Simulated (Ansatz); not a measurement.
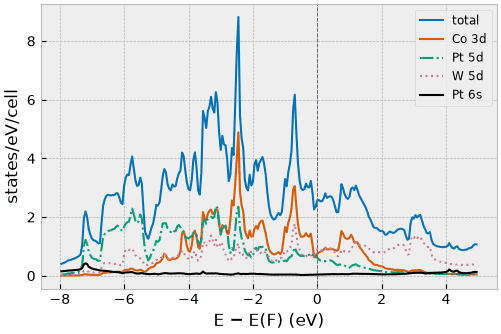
Figure: Total and projected density of states of CoPtW in space group P3m1 (No. 156; Co on 1a, Pt on 1b, W on 1c), r²SCAN (plane waves, PAW; program Ansatz)

Q: Which orbitals carry the states next to the Fermi level?

A: Within 0.5 eV of the Fermi level: Co 3d 37 %, W 5d 29 %, Pt 5d 22 %, outside the projected shells 5 %. Projections are on Löwdin-orthogonalised atomic valence shells; empty p or d shells of many metals are not among them.

Q: Where is the tallest occupied peak in this window, and what makes it?

A: Near -2.4 eV, about 8.8 states/eV per cell; the largest projected share is Co 3d.

The start of the workflow was typed in or built on a structure type; neither database checked (COD, Materials Project) lists it. Its standing as an ambient phase is unchecked. The r²SCAN relaxation kept the symmetry of its start; its stability against distortions is not shown here. Spin order of the final state: ferromagnetic, the only order run, not a proven ground state. Other orbital occupations within this spin state were not tried. Spin–orbit coupling is left out wherever it is not named.

Potentials: the earlier of the program's two PAW sets.
